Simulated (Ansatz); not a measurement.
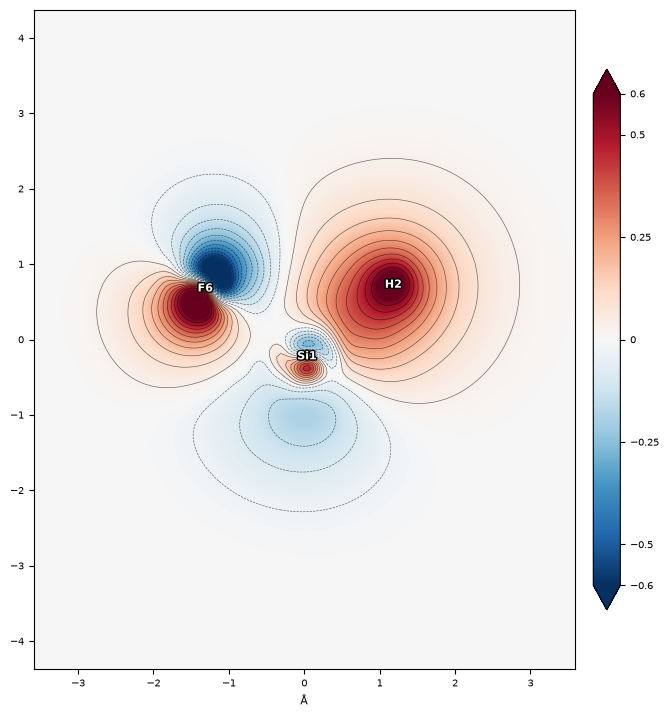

*FH₄NSi. The HOMO−1 on the plane of atoms H2, Si1 and F6 (values in Å⁻³ᐟ²; the overall sign is arbitrary).*

These are results of RKS r2SCAN-D4/6-31G* in Ansatz, not measurements.

```xyz
7

Si    0.2332    0.0125    0.3059
H    -0.1322    0.3472    1.7040
N     1.9357   -0.1390    0.2508
H     2.3990   -0.5497   -0.5502
H     2.5352    0.5305    0.7169
F    -0.3903    1.1749   -0.6305
H    -0.3400   -1.2703   -0.1693
```

Q: What is the character of this orbital?

A: Its weight (Hirshfeld) is mainly on Si1 (about 30 %), F6 (about 25 %), H2 (about 20 %) and H7 (about 20 %). Its energy is −8.10 eV.
